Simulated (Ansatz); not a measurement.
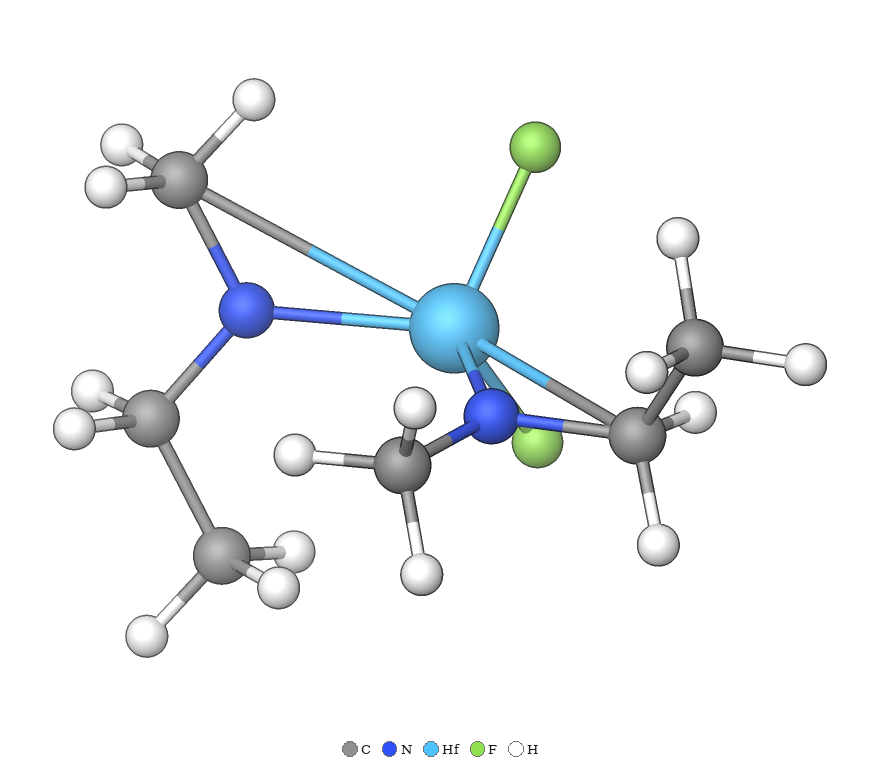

Starting geometry of the run.

The calculation was set up as follows.

```yaml
crystal:
  periodic: [false, false, false]
  atoms:
    - {symbol: C, position_ang: [-1.525783, -2.447758, -0.105006]}
    - {symbol: C, position_ang: [-2.387440, -1.352821, 0.492213]}
    - {symbol: N, position_ang: [-1.965582, -0.034807, 0.076705]}
    - {symbol: C, position_ang: [-2.762472, 1.016227, 0.671883]}
    - {symbol: Hf, position_ang: [-0.437984, 0.402159, -1.185470]}
    - {symbol: F, position_ang: [-0.593839, 2.236792, -1.755638]}
    - {symbol: F, position_ang: [-0.293277, -0.781979, -2.706097]}
    - {symbol: N, position_ang: [1.260077, 0.229747, -0.100055]}
    - {symbol: C, position_ang: [1.510706, -0.148227, 1.266597]}
    - {symbol: C, position_ang: [2.454967, 0.519207, -0.873146]}
    - {symbol: C, position_ang: [3.193588, 1.780204, -0.451942]}
    - {symbol: H, position_ang: [-0.474467, -2.326818, 0.180213]}
    - {symbol: H, position_ang: [-1.845648, -3.428066, 0.251876]}
    - {symbol: H, position_ang: [-1.586463, -2.458915, -1.196770]}
    - {symbol: H, position_ang: [-2.352411, -1.417547, 1.591447]}
    - {symbol: H, position_ang: [-3.439482, -1.519444, 0.212769]}
    - {symbol: H, position_ang: [-2.700489, 0.994568, 1.768931]}
    - {symbol: H, position_ang: [-3.823067, 0.924277, 0.399167]}
    - {symbol: H, position_ang: [-2.424506, 2.002958, 0.341128]}
    - {symbol: H, position_ang: [1.954841, 0.663646, 1.856904]}
    - {symbol: H, position_ang: [0.575867, -0.429298, 1.755778]}
    - {symbol: H, position_ang: [2.195005, -1.008043, 1.325766]}
    - {symbol: H, position_ang: [3.138885, -0.343258, -0.839900]}
    - {symbol: H, position_ang: [2.176644, 0.620048, -1.935453]}
    - {symbol: H, position_ang: [2.534152, 2.649162, -0.512596]}
    - {symbol: H, position_ang: [3.563647, 1.703072, 0.572426]}
    - {symbol: H, position_ang: [4.054551, 1.954933, -1.101753]}
basis:
  gaussian: {orbitals: def2-SVPD}
hamiltonian: {xc: {name: PBEsol}, dispersion: d3bj}
scf: {lower_state_search: full}
```

Command:

```sh
ansatz run in.yaml --threads 11 --pin off --events-out ev --progress --plain --max-ram 174080MiB --backend cuda --devices 0, --max-vram 75GiB
```

Output:

```
Functional definition: PBEsol
  name "PBEsol"
  cite "Perdew et al., Phys. Rev. Lett. 100, 136406 (2008) doi:10.1103/PhysRevLett.100.136406"
  cite "Perdew, Burke & Ernzerhof, Phys. Rev. Lett. 77, 3865 (1996) doi:10.1103/PhysRevLett.77.3865"
  parent pbesol
  exchange = pbesol_x
  correlation = pbesol_c
3078 factors; their error is unknown
mean field evaluation 1: about -16094.5799 eV, gradient 1.2e2 eV
mean field evaluation 2: about -15937.7148 eV, gradient 2.8e2 eV
mean field evaluation 4: about -16123.5888 eV, gradient 2.5e1 eV
mean field evaluation 8: about -16124.9149 eV, gradient 3.7e-1 eV
mean field evaluation 16: about -16124.7234 eV, gradient 3.9e-3 eV
mean field evaluation 32: about -16067.2014 eV, gradient 1.1e2 eV
mean field evaluation 64: about -16121.6314 eV, gradient 3.9e1 eV
mean field evaluation 96: about -16124.9151 eV, gradient 3.4e-1 eV
mean field evaluation 128: about -16124.7234 eV, gradient 2.7e-3 eV
mean field -16124.72336570 eV, -592.5726539596 hartree, gradient 6.4e-5 eV, S^2 0.000000; 3 other end points of the search recorded, 0 dependent functions left out
reference -16124.72344234 eV, -592.5726567759 hartree; 48, 48 occupied and 321, 321 virtual orbitals, 3078 factors
Total energy: -16125.05582613 eV, -592.5848716550 hartree
```

The run converged.
